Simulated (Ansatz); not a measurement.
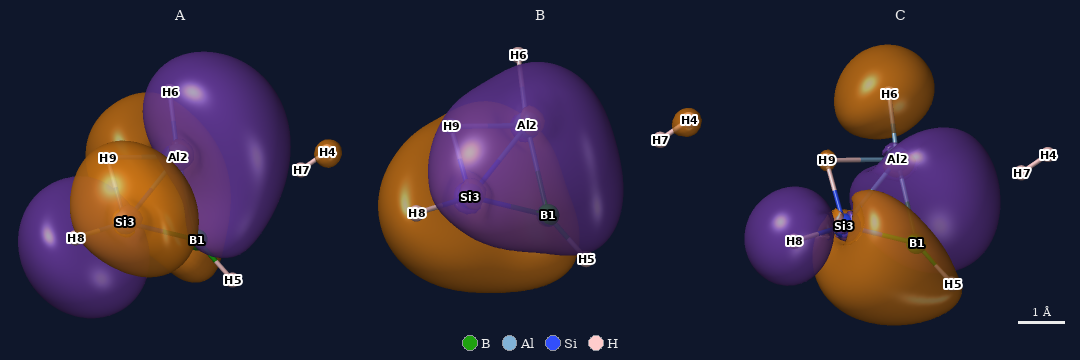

AlBH₆Si. Three frontier orbitals at ±0.06 Å⁻³ᐟ² (orange and purple are the two phases), in no order.

Geometry: PBE0-D4/def2-TZVP; at this geometry the atoms fall into two loosely joined parts.

These are results of RKS PBE0-D4/def2-TZVPP (Ansatz), not measurements.

```xyz
9

B    -0.4913   -0.1989   -0.5034
Al    0.6540    1.0419    0.5718
Si   -1.1780   -0.4296    1.2021
H     2.8564   -2.3560   -0.6477
H    -0.6875   -0.6166   -1.5945
H     1.6447    2.0617    1.2628
H     2.1747   -2.0620   -0.5603
H    -2.1191   -1.0489    2.1762
H    -0.3240    0.5193    2.1048
```

Q: Order the three orbitals by energy and name them.

A: C is the HOMO−1 (−7.02 eV). It lies mainly on B1 (about 35 %), Al2 (about 25 %), Si3 (about 20 %), H6 (about 5 %) and H8 (about 5 %). B is the HOMO (−6.35 eV). It lies mainly on Si3 (about 45 %), B1 (about 25 %) and Al2 (about 20 %); π-bonding across Si3–B1. A is the LUMO (−1.45 eV). By Hirshfeld shares it lies mainly on Al2 (about 45 %), Si3 (about 35 %) and B1 (about 10 %); π-antibonding (π*) across Al2–Si3.

Q: What is the HOMO–LUMO gap?

A: 4.90 eV between the orbital energies.
